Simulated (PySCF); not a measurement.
Ga(H)(NHMe)2, SMILES C[NH][GaH][NH]C at its PBE0/def2-SVP optimised geometry (Å):

```
14

Ga    -0.7398    -0.7258     0.0000
H     -1.5430    -2.0595     0.0000
N      1.0801    -0.7258     0.0000
C      1.9451    -1.8766     0.0020
H      1.5847     0.1530    -0.0010
H      2.6020    -1.9248     0.8922
H      2.6028    -1.9272    -0.8876
H      1.3477    -2.8023     0.0029
N     -1.5894     0.8844     0.0000
C     -1.0239     2.2073     0.0002
H     -2.6028     0.8831    -0.0018
H     -1.3121     2.8023     0.8886
H     -1.3062     2.8005    -0.8913
H      0.0763     2.1573     0.0040
```

Calculation: PBE0/def2-TZVP run with PySCF. Cells within 0.4 Å of a nucleus heavier than hydrogen are left out (blank, or x).

Map of the Laplacian of the electron density (e/bohr⁵), clipped to [-1.50, 1.50] on the plane z = 0.0 Å:

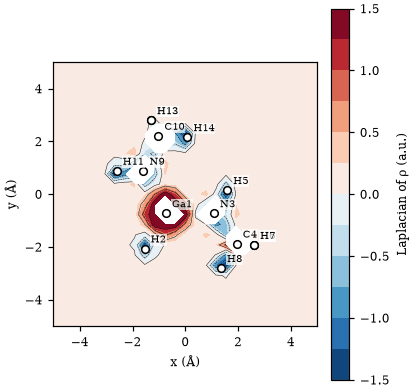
Figure. Laplacian of the electron density (e/bohr⁵), clipped to [-1.50, 1.50] on the plane z = 0.0 Å.
